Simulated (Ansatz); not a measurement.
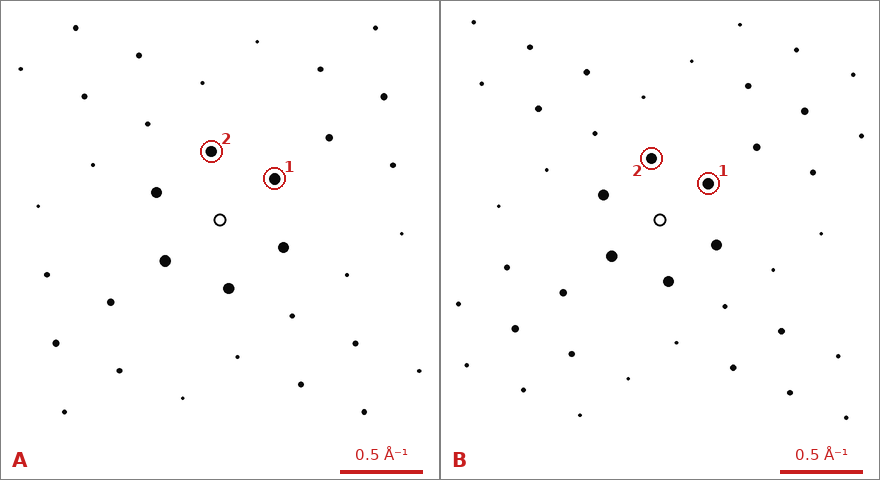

Kinematic electron diffraction patterns (200 kV, B = 0.5 Å², same scale) along [111] of the run's own cell, for the start and the end of one relaxation of LiS2 with DFT PBE, scalar-relativistic, plane waves, PAW (Ansatz 0.2.0). k mesh 12×12×4. The start is a generated model structure, and the relaxation ends in the nearest stationary point of its symmetry, not necessarily the ground state. Spot 1 is -1 1 0 and spot 2 is -1 0 1 in both.

Start structure:

```
CELL_PARAMETERS angstrom
3.11527 0.00000 0.00000
-1.55763 2.69790 0.00000
0.00000 0.00000 12.11712
ATOMIC_POSITIONS crystal
Li 0.33333 0.66667 0.25000
Li 0.66667 0.33333 0.75000
S 0.33333 0.66667 0.62750
S 0.66667 0.33333 0.12750
S 0.33333 0.66667 0.87250
S 0.66667 0.33333 0.37250
```

Q: Which pattern belongs to the start structure, and which to the relaxed one?

A: B is the start: its cell gives d(1) = 2.698 Å, d(2) = 2.633 Å and an angle of 60.8°. A is the relaxed structure, with d(1) = 2.382 Å (-11.7 %), d(2) = 2.357 Å (-10.5 %) and 60.3°.

Q: Summarise the relaxation behind the change.

A: The volume changed by +6.1 % to 18.01 Å³ an atom; with the mean shift removed, the atoms moved by up to 0.06 Å relative to the cell (S most); the space group stayed P6_3/mmc (No. 194); the free energy fell by 340 meV an atom. Relaxed cell: a = 2.750 Å, b = 2.750 Å, c = 16.498 Å, α = 90.00°, β = 90.00°, γ = 120.00°.
